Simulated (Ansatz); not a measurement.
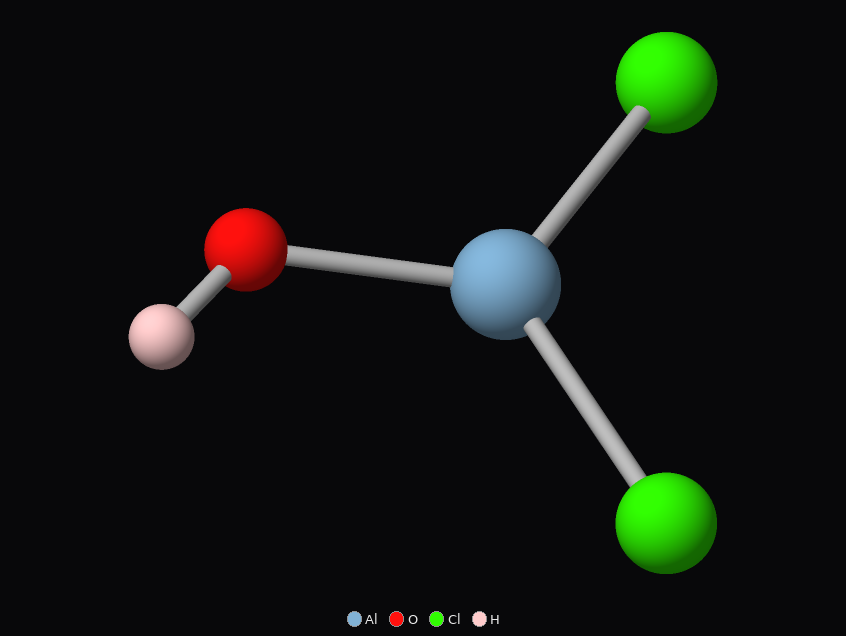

Rendered structure (ball-and-stick style).

The computed structure is the end point of a PBE0-D4/def2-TZVP optimisation.

Identify the structure.

Formula AlCl2HO. This geometry has Cs symmetry. All atoms lie on one plane. Coordination: 1 Al trigonal planar; 1 O bent.

The parts below concern this one geometry. Atoms keep their numbers from picture to picture.

**Geometry**

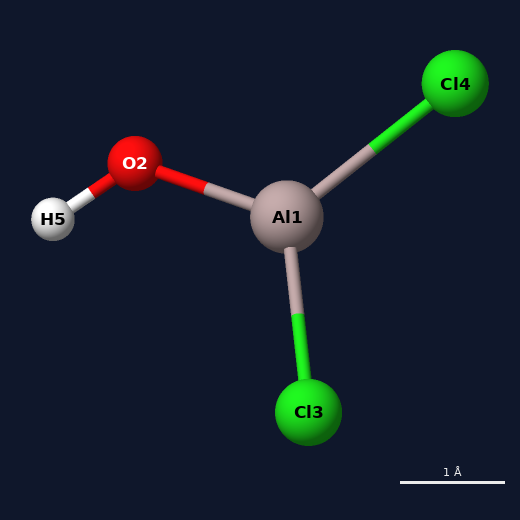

Atoms carry their numbers in the input.

What are the angles O2–Al1–Cl3, O2–Al1–Cl4, Cl3–Al1–Cl4, Al1–O2–H5?

```csv
angle,degrees
O2–Al1–Cl3,121.5
O2–Al1–Cl4,118.5
Cl3–Al1–Cl4,119.9
Al1–O2–H5,123.2
```

**Dipole moment**

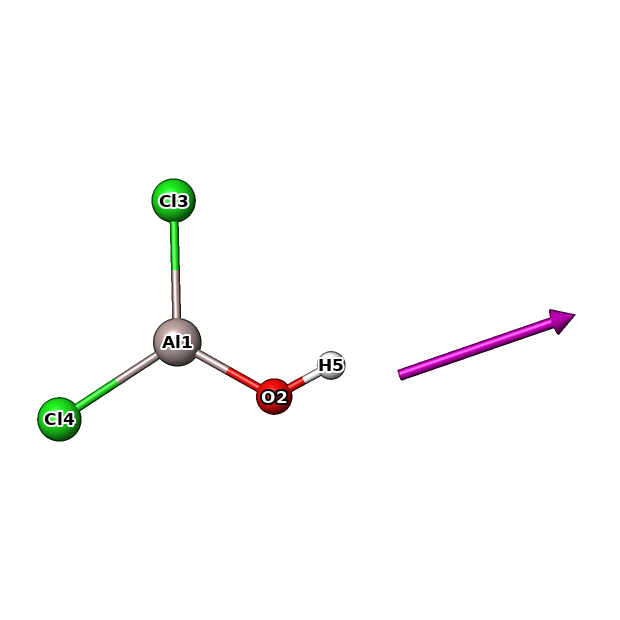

The arrow beside the molecule shows the direction of the dipole moment, from the negative to the positive end (its length means nothing). Method: RKS PBE0-D4/def2-TZVP (Ansatz 0.2.0).

Estimate the dipole moment.

1.66 D; it points from the side of Cl4 to the side of H5 (the outermost atoms at the two ends).

**Thermal motion**

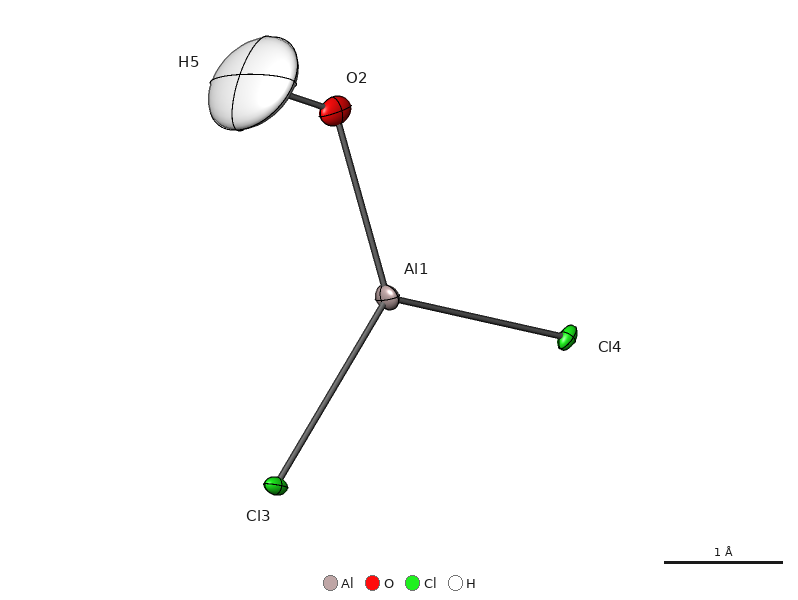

Displacement ellipsoids at the 50 % level, from the internal vibrations of the free molecule (harmonic, no overall translation or rotation; no half-axis is drawn under 0.075 Å). Vibrations computed with RKS PBE0-D4/def2-TZVP (Ansatz 0.2.0). Temperature: 600 K.

Which atom moves most?

H5, with U_eq = 0.0686 Å².

Does H5 move more along its bond or across it?

Across it: the root-mean-square amplitude is 0.123 Å along the bond and up to 0.336 Å across, since bending and torsion are softer than stretching.

Give the displacement parameters, one line for each set of equivalent atoms.

```
atom  U_eq (Å²)   rms amplitudes (Å)
 Al1     0.0049  0.046, 0.072, 0.085
  O2     0.0072  0.055, 0.079, 0.112
 Cl3     0.0030  0.020, 0.048, 0.080
 Cl4     0.0030  0.021, 0.048, 0.080
  H5     0.0686  0.108, 0.285, 0.336
```

**Vibrations**

Harmonic vibrations computed with RKS PBE0-D4/def2-TZVP (Ansatz 0.2.0) at a stationary point of the same level.

How many vibrational modes are there, and where do they lie?

9 modes: 150, 194, 230, 358, 438, 588, 667, 910, 3957 cm⁻¹.
